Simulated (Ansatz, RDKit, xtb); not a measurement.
# Isomers of C3H7BGeN2, a sample narrowed down, part 2 of 2

Which of a sample of isomers of C3H7BGeN2 is the most stable in the gas at 298.15 K, and what are its properties? The sample is small against all isomers, and the most stable one of this formula need not be in it.

xtb, Ansatz and PySCF; isolated molecules.

## (10) c204a at MP2/def2-TZVPP

input.yaml reads:

```yaml
crystal:
  periodic: [false, false, false]
  atoms:
    - {symbol: C, position_ang: [-0.424477, -0.428880, -0.777857]}
    - {symbol: C, position_ang: [-0.039825, -1.377451, 0.131489]}
    - {symbol: C, position_ang: [0.770946, -0.627731, 1.053151]}
    - {symbol: B, position_ang: [-0.013087, 2.035335, -1.064152]}
    - {symbol: Ge, position_ang: [-0.494288, -3.255218, 0.142674]}
    - {symbol: "N", position_ang: [0.126638, 0.779427, -0.403823]}
    - {symbol: "N", position_ang: [0.863535, 0.635376, 0.732718]}
    - {symbol: H, position_ang: [0.537776, 2.993376, -0.598657]}
    - {symbol: H, position_ang: [-0.687053, 2.054591, -2.062260]}
    - {symbol: H, position_ang: [-1.046643, -0.497908, -1.668468]}
    - {symbol: H, position_ang: [-1.393256, -3.540509, -1.071538]}
    - {symbol: H, position_ang: [0.782013, -4.109882, 0.055991]}
    - {symbol: H, position_ang: [-1.242948, -3.611782, 1.438567]}
    - {symbol: H, position_ang: [1.283693, -0.999324, 1.942055]}
basis:
  gaussian: {orbitals: def2-TZVPP}
correlation: {method: mp2, frozen_orbitals: {H: 0, Ge: 9, B: 1, "N": 1, C: 1}}
```

On the command line:

```bash
ansatz run input.yaml --threads 2 --pin off --max-ram 5220MiB --events-out events.jsonl --progress --plain --runs-dir runs
```

Output:

```text
Warning: RAYON_NUM_THREADS=2 ignored (pool sized by the plan → 2); use --threads N
Functional definition: HF
  name "HF"
  exchange = exact_x
  correlation = 0
2029 factors; integrals over basis functions are off by at most 8.3e-4 eV
mean field evaluation 1: about -63308.4847 eV, gradient 3.5e1 eV
mean field evaluation 2: about -63308.8822 eV, gradient 3.5e1 eV
mean field evaluation 4: about -63312.7870 eV, gradient 5.9e0 eV
mean field evaluation 8: about -63312.8814 eV, gradient 4.2e-1 eV
mean field -63312.88248469 eV, -2326.7055162993 hartree, gradient 9.7e-6 eV, S^2 0.000000; 0 other end points of the search recorded, 0 dependent functions left out; unrestricted orbitals would lower it
mean field evaluation 16: about -63312.8171 eV, gradient 1.8e0 eV
15 core orbitals not correlated: weight in the atoms' cores, before any rotation towards them, 1.000 or more for the frozen orbitals, at most 0.000 for the correlated occupied ones
reference -63312.88248469 eV, -2326.7055162993 hartree; 23, 23 occupied and 294, 294 virtual orbitals, 2029 factors
second order -33.59491638 eV of doubles, -0.00000000 eV of singles
Total energy: -63346.47740108 eV, -2327.9401067050 hartree
```

Run time: 21 s. Hardware: 2 threads of Arm Neoverse V1, shared host; peak memory 1.2 GiB.

## (11) c536a at CCSD(T)/def2-SVP

input.yaml reads:

```yaml
crystal:
  periodic: [false, false, false]
  atoms:
    - {symbol: C, position_ang: [0.123357, -1.688846, -2.179950]}
    - {symbol: C, position_ang: [0.378002, -2.153923, -0.853621]}
    - {symbol: C, position_ang: [0.072427, -1.093787, -0.039991]}
    - {symbol: B, position_ang: [-0.763425, 1.242832, -0.516943]}
    - {symbol: Ge, position_ang: [0.171379, -0.978680, 1.895737]}
    - {symbol: "N", position_ang: [-0.340455, -0.067050, -0.882174]}
    - {symbol: N, position_ang: [-0.301631, -0.453072, -2.188125]}
    - {symbol: H, position_ang: [-0.772252, 1.515459, 0.656548]}
    - {symbol: H, position_ang: [-1.087725, 2.006031, -1.382942]}
    - {symbol: H, position_ang: [0.242842, -2.232547, -3.117948]}
    - {symbol: H, position_ang: [0.736570, -3.134971, -0.549271]}
    - {symbol: H, position_ang: [1.153911, 0.123939, 2.319229]}
    - {symbol: H, position_ang: [0.674522, -2.348416, 2.377079]}
    - {symbol: H, position_ang: [-1.215980, -0.687567, 2.488127]}
basis:
  gaussian:
    orbitals: def2-SVP
total_charge: 0
correlation:
  method: ccsd_t
  frozen_orbitals: {H: 0, Ge: 9, B: 1, "N": 1, C: 1}
```

On the command line:

```bash
ansatz run input.yaml --threads 2 --pin off --max-ram 5220MiB --events-out events.jsonl --progress --plain --runs-dir runs
```

Output, cut to the lines that bear on the results:

```text
Warning: RAYON_NUM_THREADS=2 ignored (pool sized by the plan → 2); use --threads N
[... 2 set-up lines as earlier in the session ...]
[...]
1546 factors; integrals over basis functions are off by at most 1.4e-3 eV
[...]
mean field -63297.99263487 eV, -2326.1583244111 hartree, gradient 5.2e-6 eV, S^2 0.000000; 0 other end points of the search recorded, 0 dependent functions left out; unrestricted orbitals would lower it
15 core orbitals not correlated: weight in the atoms' cores, before any rotation towards them, 1.000 or more for the frozen orbitals, at most 0.000 for the correlated occupied ones
reference -63297.99263487 eV, -2326.1583244111 hartree; 23, 23 occupied and 113, 113 virtual orbitals, 1546 factors
second order -28.16504878 eV of doubles, -0.00000000 eV of singles
cycle   1  -28.14197289 eV  change    2.3e-2 eV  update   1.4e-1
[...]
cycle  10  -29.24689308 eV  change    1.8e-5 eV  update   2.1e-5
perturbative correction -1.16606877 eV, -0.0428522368 hartree
Total energy: -63328.40559672 eV, -2327.2759801444 hartree
```

Wall time 77 s (2 threads of Arm Neoverse V1, shared host); peak memory 1.4 GiB.

For c204a, c536a, c139a, c643a, c101a the log finds that unrestricted Hartree-Fock orbitals lie lower, a sign to watch the closed-shell reference there.

## (12) Free energies and the winner

Energies in kcal/mol from c204a; G adds the thermal terms to the CCSD(T)/def2-SVP + MP2/def2-TZVPP - MP2/def2-SVP energy. The columns left of the relaxed level are at the tight-binding geometries.

```csv
label,SMILES,spin,GFN2-xTB,HF/STO-3G,r2SCAN-D4/def2-SVP,PBE0-D3(BJ)/def2-SVP,HF/def2-SVP,MP2/def2-SVP,CCSD(T)/def2-SVP + MP2/def2-TZVPP - MP2/def2-SVP,G,share at equilibrium,T1
c204a,Bn1c[c]([GeH3])cn1,singlet,0.0,0.0,0.0,0.0,0.0,0.0,0.0,0.0,73.3 %,0.012
c536a,Bn1ncc[c]1[GeH3],singlet,-0.9,0.7,-0.1,0.3,2.1,0.4,0.2,0.7,21.8 %,0.012
c139a,Bn1cc[c]([GeH3])n1,singlet,-1.0,0.4,1.3,1.6,2.4,1.6,1.6,1.6,5.0 %,0.012
c424a,Bc1cn[n]([GeH3])c1,singlet,6.8,12.0,11.0,10.5,10.0,10.0,10.7,9.7,< 0.1 %,0.013
c643a,Bc1ccn[n]1[GeH3],singlet,5.1,12.8,10.3,10.8,14.5,9.8,11.4,11.0,< 0.1 %,0.012
c101a,Bc1[nH]nc[c]1[GeH3],singlet,19.1,24.5,12.2,12.8,18.7,13.8,15.4,15.2,< 0.1 %,0.012
```

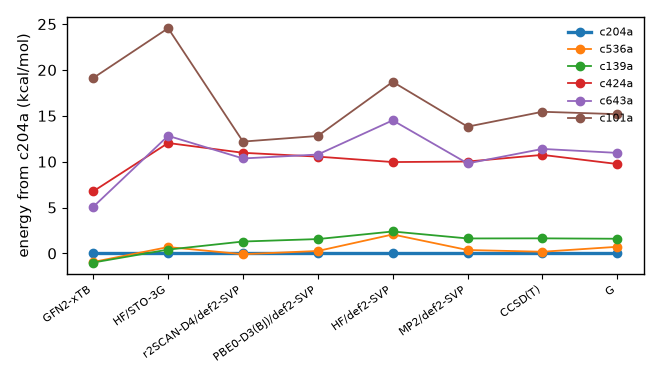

The finalists at each level, measured from c204a.

Lowest found: c204a, `Bn1c[c]([GeH3])cn1`, a singlet. Bond lengths: C1–C2 1.369 Å, C2–C3 1.438 Å, C2–Ge5 1.932 Å, C1–N6 1.380 Å, B4–N6 1.426 Å, C3–N7 1.306 Å, N6–N7 1.362 Å, B4–H8 1.199 Å, B4–H9 1.205 Å, C1–H10 1.089 Å, Ge5–H11 1.537 Å, Ge5–H12 1.538 Å, Ge5–H13 1.538 Å, C3–H14 1.091 Å. Some angles: C1–C2–C3 102.9°, C1–C2–Ge5 127.7°, C3–C2–Ge5 129.5°, C2–C1–N6 108.3°, C2–C3–N7 112.8°, C1–N6–B4 127.4°, C1–N6–N7 110.5°, B4–N6–N7 122.2°, C3–N7–N6 105.6°, C2–C1–H10 131.3°.

```xyz
14

C    -0.4245   -0.4289   -0.7779
C    -0.0398   -1.3775    0.1315
C     0.7709   -0.6277    1.0532
B    -0.0131    2.0353   -1.0642
Ge   -0.4943   -3.2552    0.1427
N     0.1266    0.7794   -0.4038
N     0.8635    0.6354    0.7327
H     0.5378    2.9934   -0.5987
H    -0.6871    2.0546   -2.0623
H    -1.0466   -0.4979   -1.6685
H    -1.3933   -3.5405   -1.0715
H     0.7820   -4.1099    0.0560
H    -1.2429   -3.6118    1.4386
H     1.2837   -0.9993    1.9421
```

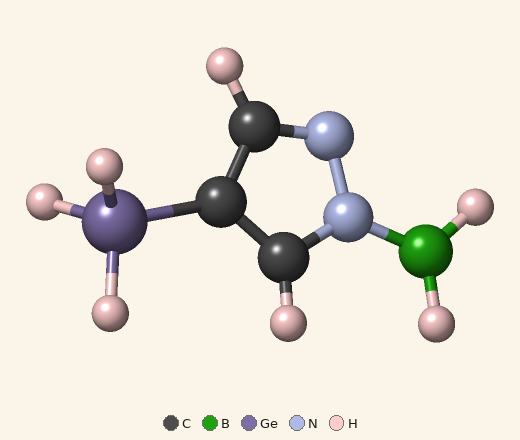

The lowest structure found, seen from a chosen angle (carbon dark grey, boron green, germanium purple, nitrogen light blue, hydrogen pink).

## (13) Results

This closing draws on all 2 parts.

| quantity | value |
| --- | --- |
| lowest structure found | Bn1c[c]([GeH3])cn1, singlet |
| next finalist | Bn1ncc[c]1[GeH3], singlet, 0.7 kcal/mol higher in G |
| share at equilibrium, among the finalists | 73.3 % |
| funnel | 12 starts, 12 minima at GFN2-xTB from these starts (15 with those found later), 15 screening runs, 6 relaxed, 6 ranked |
| CPU time of all runs | 34 min |

In words: The lowest structure found is `Bn1c[c]([GeH3])cn1`. Its margin of 0.7 kcal/mol is inside the likely error of CCSD(T)/def2-SVP + MP2/def2-TZVPP - MP2/def2-SVP with harmonic terms (about 1.5 kcal/mol), so the order of the first two is not settled. HF/STO-3G, PBE0-D3(BJ)/def2-SVP, HF/def2-SVP and MP2/def2-SVP already put its bonding pattern lowest among the structures in one piece; GFN2-xTB favours the singlet Bn1cc[c]([GeH3])n1; r2SCAN-D4/def2-SVP favours the singlet Bn1ncc[c]1[GeH3]. The largest share of the time went into the final energies (56 % of the CPU time that the search's summary counts). The search is not exhaustive (a finite list of starts, one conformer a finalist), so a lower isomer can't be ruled out. Only 12 drawn patterns were tried, so whole families of isomers are missing, and the result ranks this sample alone. The lowest isomer need not be the one that is made and kept in a bottle, which depends on barriers.
